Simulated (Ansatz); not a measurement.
The reference is SiC in the wurtzite structure (space group P6_3mc, No. 186; a = 3.076 Å, c = 5.048 Å).

Perturbation: a hydrostatic pressure of 2.1 GPa.

All numbers come from PBEsol, PAW, 420 eV (Ansatz, a quantum-chemistry and plane-wave program; no spin-orbit coupling).

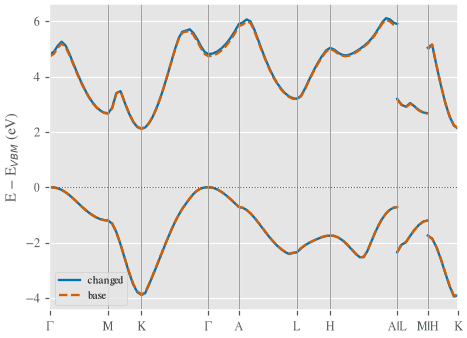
Highest valence and lowest conduction band along the path, each from its own valence-band maximum

The gap is 2.11 eV, indirect, Γ → K; the base has 2.12 eV.

Load acts through the strain it causes; cell and atoms are relaxed under it. Whether these cells are dynamically stable was not tested.
